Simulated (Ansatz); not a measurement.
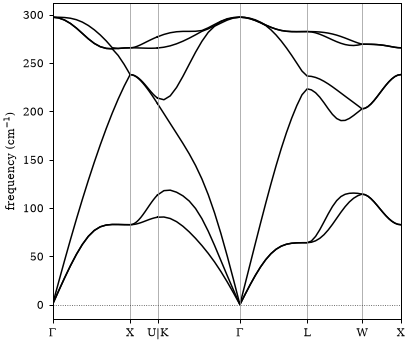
*Phonon dispersion of Ge (diamond, space group No. 227), r²SCAN (plane waves, PAW; program Ansatz); imaginary frequencies are drawn negative*

Problem. Is this phase dynamically stable?

Solution. Yes, on this path no branch is imaginary.

Problem. How high does the spectrum reach?

Solution. About 300 cm⁻¹ (8.9 THz).

Space group Fd-3m (diamond). The r²SCAN relaxation kept the symmetry of its start.

Potentials: the later of the program's two PAW sets.
